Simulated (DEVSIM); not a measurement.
System: TaN/AlN/p-Si capacitor, at 300 K.

```tsv
layer (left to right)	material	thickness (nm)	Na (cm⁻³)
1	AlN	1.60	-
2	Si	17000	1.1e15
```

Metal gate on the left, work function 4.4 eV. Fixed charge at the semiconductor interface 1.1e10 cm⁻² (in units of +e); no interface traps.

Constants are typed, rounded textbook-type inputs, not results; the design itself was drawn at random and stands for no fabricated device. Values at 300 K.

| parameter | AlN | Si |
|---|---|---|
| gap (eV) | 6.1 | 1.124 |
| affinity (eV) | 1.9 | 4.05 |
| permittivity | 8.5 | 11.7 |
| Nc (cm⁻³) | - | 2.86e19 |
| Nv (cm⁻³) | - | 3.1e19 |

Model (solved in DEVSIM): 1D Poisson equation in equilibrium, Boltzmann statistics, complete ionisation; no quantum confinement or tunnelling. Metal contacts follow the ideal Schottky-Mott rule: no Fermi-level pinning, no interface dipoles.

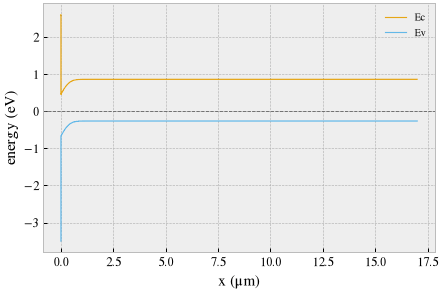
*Band edges at -0.1 V on the gate*

Energies count from the Fermi level of the right contact; mesh points crowd at the junctions.

```csv
x (μm),Ec (eV),Ev (eV),n (cm⁻³),p (cm⁻³),field (V/cm)
0.000,2.600,-3.500,< 1e2,< 1e2,13000
0.0008000,2.601,-3.499,< 1e2,< 1e2,13000
0.001600,0.452,-0.672,7.3e11,1.6e8,11000
0.003147,0.454,-0.670,6.8e11,1.7e8,11000
0.009012,0.461,-0.663,5.2e11,2.2e8,11000
0.02044,0.473,-0.651,3.2e11,3.6e8,11000
0.04712,0.502,-0.622,1.0e11,1.1e9,11000
0.1433,0.596,-0.528,2.7e9,4.3e10,9000
0.3338,0.737,-0.387,1.2e7,9.6e12,5700
0.7785,0.852,-0.272,140000,8.4e14,530
1.816,0.859,-0.265,110000,1.1e15,≈ 0
5.749,0.859,-0.265,110000,1.1e15,≈ 0
11.53,0.859,-0.265,110000,1.1e15,≈ 0
14.66,0.859,-0.265,110000,1.1e15,≈ 0
16.24,0.859,-0.265,110000,1.1e15,≈ 0
16.67,0.859,-0.265,110000,1.1e15,≈ 0
16.86,0.859,-0.265,110000,1.1e15,≈ 0
16.94,0.859,-0.265,110000,1.1e15,≈ 0
16.98,0.859,-0.265,110000,1.1e15,≈ 0
17.00,0.859,-0.265,110000,1.1e15,≈ 0
17.00,0.859,-0.265,110000,1.1e15,≈ 0
17.00,0.859,-0.265,110000,1.1e15,≈ 0
```
